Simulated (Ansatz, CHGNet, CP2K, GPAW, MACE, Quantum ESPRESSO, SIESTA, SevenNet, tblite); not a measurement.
**Quantum ESPRESSO on C(111) slab, H on the bottom face (99 atoms): settings compared**

How far do other settings of Quantum ESPRESSO move the forces in C(111) slab, H on the bottom face (99 atoms)? One run of the same program serves as the yardstick.

Program: Quantum ESPRESSO 7.5. Level of theory: the method is named at each step. Results are calculated unless marked as measured.

## Step 1: Set-up

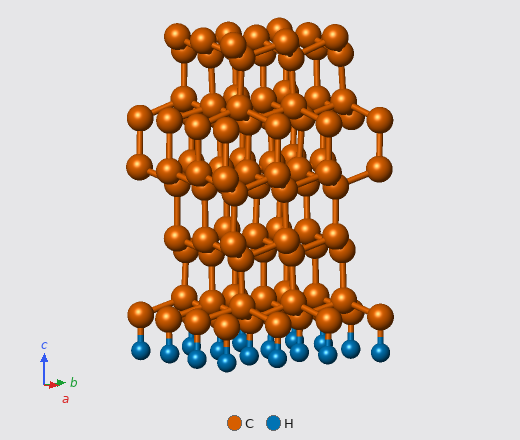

Start, viewed from the side, with the c axis up; carbon orange, hydrogen blue. Some periodic images of atoms are drawn too.

The cell holds 99 atoms: 90 C and 9 H. Cell: a = 7.567 Å, b = 7.567 Å, c = 21.842 Å, α = 90.0°, β = 90.0°, γ = 120.0°. It derives from C (diamond-structure). Diamond-structure C (a = 3.567 Å), (111) slab of 10 atomic planes, 3 x 3 surface cells, H on the broken bonds of the bottom face, 12 Å of vacuum; displaced by a Gaussian of 0.02 Å. Then every atom was moved at random, 0.03 Å r.m.s. a Cartesian component (hydrogen 0.6 of that). Regions: slab, 90 atoms (90 C); hydrogen, 9 atoms (9 H). Vacuum lies along c.

The yardstick, on the same geometry:

- method: Kohn-Sham DFT, PBE, SSSP efficiency 1.3.0 pseudopotentials, plane waves (Quantum ESPRESSO 7.5); sssp-pbe-1.3.0-efficiency, cutoffs 45/360 Ry, Γ point
- r.m.s. force component: 1.864 eV/Å
- longest force: 6.662 eV/Å
- time: 3.4 min on 4 MPI ranks of Intel Xeon 6975P-C (Granite Rapids), shared host
- CPU time: 14 min

## Step 2: PBE, sssp-1.3.0-efficiency, 30/240 Ry

Method: Kohn-Sham DFT, PBE, SSSP efficiency 1.3.0 pseudopotentials, plane waves.

File pw.in:

```
&control
  calculation = 'scf'
  pseudo_dir = './pseudo'
  outdir = './tmp'
  disk_io = 'none'
  tprnfor = .true.
/
&system
  ibrav = 0
  nat = 99
  ntyp = 2
  ecutwfc = 30
  ecutrho = 240
  nosym = .true.
  occupations = 'smearing'
  smearing = 'fd'
  degauss = 0.003675
/
&electrons
  conv_thr = 5.0e-07
  electron_maxstep = 100
  mixing_beta = 0.2
  mixing_mode = 'local-TF'
  diagonalization = 'david'
/
ATOMIC_SPECIES
C 12.011 C.upf
H 1.008 H.upf
CELL_PARAMETERS angstrom
7.56675 0.00000 0.00000
-3.78337 6.55300 0.00000
0.00000 0.00000 21.84249
ATOMIC_POSITIONS crystal
C 0.44636 0.89411 0.34786
C 0.33013 0.99984 0.32526
C 0.22707 0.77544 0.44035
C 0.44745 0.88750 0.42004
C 0.33636 0.00123 0.53707
C 0.23237 0.78501 0.51323
C 0.45634 0.89776 0.62978
C 0.33281 0.00496 0.60934
C 0.22779 0.77845 0.72427
C 0.44933 0.89462 0.70346
C 0.44464 0.55423 0.34876
C 0.33867 0.66938 0.32470
C 0.22001 0.44161 0.44576
C 0.44718 0.55315 0.41919
C 0.33619 0.67145 0.53821
C 0.22291 0.43784 0.51390
C 0.44463 0.55449 0.63259
C 0.32612 0.66530 0.60389
C 0.22412 0.44937 0.72313
C 0.43960 0.55281 0.69937
C 0.78039 0.88816 0.34731
C 0.66348 0.00142 0.32740
C 0.55356 0.77782 0.44353
C 0.77210 0.88303 0.41939
C 0.66589 0.00936 0.53981
C 0.54470 0.77735 0.51205
C 0.77352 0.89066 0.63134
C 0.67437 0.99733 0.60632
C 0.55949 0.78005 0.72349
C 0.77545 0.86972 0.70032
C 0.44563 0.21985 0.34777
C 0.33358 0.33958 0.32365
C 0.22086 0.11683 0.43764
C 0.43873 0.21910 0.41806
C 0.33673 0.33788 0.53510
C 0.23041 0.11308 0.51556
C 0.44657 0.22476 0.62875
C 0.33085 0.32916 0.61092
C 0.22357 0.11716 0.72571
C 0.44028 0.21216 0.70166
C 0.78342 0.55937 0.34943
C 0.66403 0.66589 0.32520
C 0.55072 0.44068 0.44206
C 0.77332 0.55323 0.41909
C 0.66162 0.66132 0.53533
C 0.55678 0.45034 0.51322
C 0.77853 0.56398 0.62969
C 0.68319 0.67264 0.60939
C 0.55745 0.44392 0.72489
C 0.77318 0.55025 0.69845
C 0.11189 0.88858 0.34600
C 0.00505 0.00088 0.32594
C 0.88352 0.77600 0.44250
C 0.11219 0.89400 0.41992
C 0.99893 0.99620 0.53720
C 0.88303 0.77797 0.51373
[... 39 atom lines left out ...]
H 0.00269 0.00272 0.27500
H 0.66980 0.33462 0.27428
H 0.99595 0.66303 0.27675
H 0.00341 0.33123 0.27640
K_POINTS gamma
```

On the command line:

```bash
> OMP_NUM_THREADS=1 mpirun -np 2 pw.x -in pw.in > output.txt
```

The program printed:

```text
Program PWSCF
     gamma-point specific algorithms are used
     Message from routine set_sym_bl:
     NOTICE: Symmetry group for Bravais lattice is not a group (16) - symmetries are disabled
     Parallelization info
     sticks:   dense  smooth     PW     G-vecs:    dense   smooth      PW
     Min        1701     836    209               229398    81036   10115
     Max        1702     839    212               229403    81053   10140
     Sum        3403    1675    421               458801   162089   20255
     bravais-lattice index     =            0
     lattice parameter (alat)  =      14.2991  a.u.
     unit-cell volume          =    7308.8374 (a.u.)^3
     number of atoms/cell      =           99
     number of atomic types    =            2
     number of electrons       =       369.00
     number of Kohn-Sham states=          222
     kinetic-energy cutoff     =      30.0000  Ry
     charge density cutoff     =     240.0000  Ry
     scf convergence threshold =      5.0E-07
     mixing beta               =       0.2000
     number of iterations used =            8  local-TF  mixing
     Exchange-correlation= PBE
                           (   1   4   3   4   0   0   0)
     crystal axes: (cart. coord. in units of alat)
               a(1) = (   1.000000   0.000000   0.000000 )
               a(2) = (  -0.499999   0.866026   0.000000 )
               a(3) = (   0.000000   0.000000   2.886641 )
     reciprocal axes: (cart. coord. in units 2 pi/alat)
               b(1) = (  1.000000  0.577349 -0.000000 )
               b(2) = (  0.000000  1.154700  0.000000 )
               b(3) = (  0.000000 -0.000000  0.346423 )
     PseudoPot. # 1 for C :
     Pseudo is Projector augmented-wave + core cor, Zval =  4.0
     PseudoPot. # 2 for H :
     Pseudo is Ultrasoft, Zval =  1.0
     atomic species   valence    mass     pseudopotential
     C                 4.00    12.01100     C ( 1.00)
     H                 1.00     1.00800     H ( 1.00)
     No symmetry found
   Cartesian axes
     number of k points=     1  Fermi-Dirac smearing, width (Ry)=  0.0037
                       cart. coord. in units 2pi/alat
        k(    1) = (   0.0000000   0.0000000   0.0000000), wk =   2.0000000
     Dense  grid:   229401 G-vectors     FFT dimensions: (  72,  72, 216)
     Smooth grid:    81045 G-vectors     FFT dimensions: (  50,  50, 144)
     Check: negative core charge=   -0.000026
     Initial potential from superposition of free atoms
     starting charge     368.9962, renormalised to     369.0000
     negative rho (up, down):  2.922E-03 0.000E+00
     Starting wfcs are  369 randomized atomic wfcs
     Self-consistent Calculation
     iteration #  1     ecut=    30.00 Ry     beta= 0.20
     negative rho (up, down):  4.139E-04 0.000E+00
     total energy              =   -1667.69647633 Ry
     estimated scf accuracy    <       7.53684516 Ry
     iteration #  2     ecut=    30.00 Ry     beta= 0.20
     negative rho (up, down):  1.311E-04 0.000E+00
     total energy              =   -1667.32330429 Ry
     estimated scf accuracy    <       5.80502170 Ry
     iteration #  3     ecut=    30.00 Ry     beta= 0.20
     negative rho (up, down):  2.449E-03 0.000E+00
     total energy              =   -1665.70124672 Ry
     estimated scf accuracy    <       4.38671509 Ry
     iteration #  4     ecut=    30.00 Ry     beta= 0.20
     negative rho (up, down):  1.831E-03 0.000E+00
     total energy              =   -1665.95712158 Ry
     estimated scf accuracy    <       0.95619566 Ry
     iteration #  5     ecut=    30.00 Ry     beta= 0.20
     negative rho (up, down):  8.842E-04 0.000E+00
     total energy              =   -1665.98322052 Ry
     estimated scf accuracy    <       0.40977775 Ry
     iteration #  6     ecut=    30.00 Ry     beta= 0.20
[...]
total energy              =   -1665.97870809 Ry
     estimated scf accuracy    <       0.27297178 Ry
[...]
total energy              =   -1665.91567585 Ry
[...]
iteration # 46     ecut=    30.00 Ry     beta= 0.20
[...]
total energy              =   -1665.91567589 Ry
     estimated scf accuracy    <       0.00000083 Ry
     iteration # 47     ecut=    30.00 Ry     beta= 0.20
     negative rho (up, down):  5.272E-03 0.000E+00
     total energy              =   -1665.91567588 Ry
     estimated scf accuracy    <       0.00000050 Ry
     iteration # 48     ecut=    30.00 Ry     beta= 0.20
     negative rho (up, down):  5.617E-03 0.000E+00
     End of self-consistent calculation
          k = 0.0000 0.0000 0.0000 ( 10128 PWs)   bands (ev):
   -17.5756 -16.7968 -15.5745 -15.1601 -14.9904 -14.9141 -14.8456 -14.7661
   -14.7278 -14.3298 -14.2535 -14.1238 -14.1051 -14.0163 -13.9980 -13.9725
   -13.1681 -13.0656 -12.9277 -12.8491 -12.8152 -12.7317 -12.4282 -11.7324
   -11.6192 -11.5412 -11.4525 -11.3776 -11.3389 -10.5414 -10.4353 -10.3625
   -10.3213 -10.2788 -10.2660 -10.2045 -10.1767  -9.9851  -9.9591  -9.8640
    -9.8175  -9.7237  -9.6217  -9.0157  -8.8995  -8.6869  -8.0765  -7.8773
[...]
8.0900   8.1689   8.2402   8.2625   8.3858   8.8057   8.8392   8.8861
     9.0066   9.0487   9.0920   9.2331   9.3308   9.3524   9.3890   9.4636
     9.5513   9.5947   9.7272   9.7822   9.9499  10.0004  10.1465  10.2399
    10.3056  10.3235  10.3747  10.4220  10.5317  10.5931
     the Fermi energy is     4.6912 ev
!    total energy              =   -1665.91567552 Ry
     estimated scf accuracy    <       0.00000032 Ry
     smearing contrib. (-TS)   =      -0.03313769 Ry
     internal energy E=F+TS    =   -1665.88253783 Ry
     The total energy is F=E-TS. E is the sum of the following terms:
     one-electron contribution =  -17557.02775970 Ry
     hartree contribution      =    8936.76104417 Ry
     xc contribution           =    -426.88071092 Ry
     ewald contribution        =    7935.94294935 Ry
     one-center paw contrib.   =    -554.67806074 Ry
     convergence has been achieved in  48 iterations
     negative rho (up, down):  5.617E-03 0.000E+00
     Forces acting on atoms (cartesian axes, Ry/au):
     atom    1 type  1   force =     0.00396979   -0.06085663   -0.00453348
     atom    2 type  1   force =     0.04922353    0.01530526    0.04930207
     atom    3 type  1   force =    -0.05555074    0.06899756    0.06955382
     atom    4 type  1   force =    -0.03678719    0.02618756   -0.06320512
     atom    5 type  1   force =     0.02786981   -0.00217495   -0.00271760
     atom    6 type  1   force =    -0.09698544   -0.07541013   -0.00871349
[...]
atom   97 type  2   force =     0.00107114    0.00882658   -0.01663806
     atom   98 type  2   force =    -0.00714229    0.00086801   -0.05825220
     atom   99 type  2   force =    -0.00165527   -0.00564593   -0.09162807
     Total force =     1.230131     Total SCF correction =     0.000899
     Message from routine punch:
     Nothing written, as per user request (disk_io='none')
```

The job ended after 3.5 min (2 MPI ranks of Intel Xeon 6975P-C (Granite Rapids), shared host; peak memory 1.5 GiB; 6.9 min of CPU time).

Banners, paths, timers and routine set-up lines are dropped from the logs unmarked, and long logs keep their key lines alone; longer cuts are marked.

Compared with the plane-wave run:

```yaml
r_m_s_force_component: 1.835 eV/Å
r_m_s_difference_of_force_components: 54.71 meV/Å
longest_difference_of_force_vectors: 196.7 meV/Å
force_difference_over_r_m_s_force: 2.934 %
slope_of_forces_against_the_reference_s: 0.984
correlation_of_force_components: 0.9997
energy_less_the_same_level_run_s: 110 meV/atom
r_m_s_force_difference_from_the_same_level_run: 54.71 meV/Å
```

This is a coarse setting, run to see what it loses.

Length of the force difference by element (eV/Å):

```tsv
element	atoms	mean	most
C	90	0.084	0.20
H	9	0.11	0.16
```

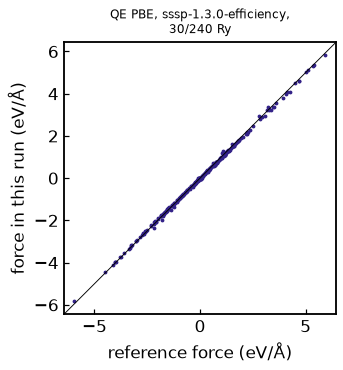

Force components against those of the reference; the line marks equality.

The surroundings of C29, which has 3 bonded neighbours where the commonest count for C is 4, nearest first, numbered as they follow in the input and with coordinates relative to it.

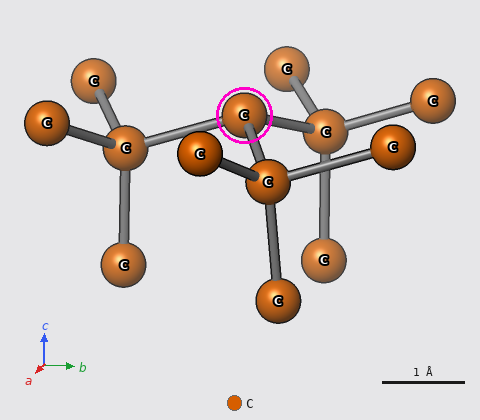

The atoms of the table, within 2.5 Å (arrows a, b, c point along x, y, z); some may hide others; the central atom is ringed.

```tsv
atom	x	y	z	distance (Å)	bonds	Fx	Fy	Fz (eV/Å)
C29	0.00	0.00	0.00	0.00	3	-0.07	-1.75	-3.34
C30	1.29	0.59	-0.51	1.51	4	-2.98	4.08	4.10
C10	-1.27	0.75	-0.44	1.54	4	1.10	-2.51	3.21
C20	-0.05	-1.49	-0.53	1.58	4	0.63	0.64	5.85
C69	-1.24	2.09	0.05	2.43	3	-1.51	3.38	-3.73
C59	2.45	-0.03	0.07	2.45	3	2.20	-1.36	-3.75
C27	1.20	0.72	-2.01	2.45	4	3.54	-0.58	-1.70
C17	-0.02	-1.48	-1.99	2.48	4	0.30	-0.02	-2.92
C89	1.28	2.14	0.03	2.49	3	-0.59	0.40	-3.23
C9	-2.50	-0.01	0.02	2.50	3	-1.53	0.29	-3.57
C7	-1.23	0.77	-2.05	2.51	4	-2.25	-2.04	-0.63
C19	-1.29	-2.17	-0.01	2.52	3	0.40	-0.93	-3.33
C49	1.26	-2.20	0.03	2.54	3	-0.01	-0.37	-4.10
```

Forces lie 2.9 % from the reference's, at 0.51 times its CPU time (on 2 against 4 cores).

Within one program, basis, potentials and functional, energies share a zero. Each run against its twin at the usual cutoff or grid and solver:

```tsv
run	twin	Δ energy (meV/atom)	Δ force, r.m.s. (meV/Å)	CPU time over the twin's
QE PBE, sssp-1.3.0-efficiency, 30/240 Ry	sssp-1.3.0-efficiency, 45/360 Ry	110	54.7	0.51 (this twin ran on 4 cores)
```

## Step 3: Results

| Property | Result |
| --- | --- |
| force difference from the reference | QE PBE, sssp-1.3.0-efficiency, 30/240 Ry (coarse), 2.9 % |
| its CPU time | 6.9 min |

In words: Runs with settings chosen to be coarse differ by 2.9 % (QE PBE, sssp-1.3.0-efficiency, 30/240 Ry). The electron count is odd in QE PBE, sssp-1.3.0-efficiency, 45/360 Ry and QE PBE, sssp-1.3.0-efficiency, 30/240 Ry, and they have no spin polarisation, so the unpaired electron is spread evenly over both spins. The runs have no spin polarisation, so any moments at edges, vacancies or dangling bonds can't form. The electronic-structure runs sample only Γ, in a cell whose shortest periodic width is 7 Å, which is coarse for a cell with partly filled levels.

[Also dropped from logs without a mark: logging warnings of Python, and SIESTA's first energy breakdown and zero terms.]

[Logs are printed without paths, hosts, clocks, repeated set-up lines and the standing remarks that a program may print on its own settings, such as how far it seeks lower states.]

[Hosts, paths, dates, database ids (printed as entryN), source tags and the programs' standing remarks are cut or masked in the printed files.]
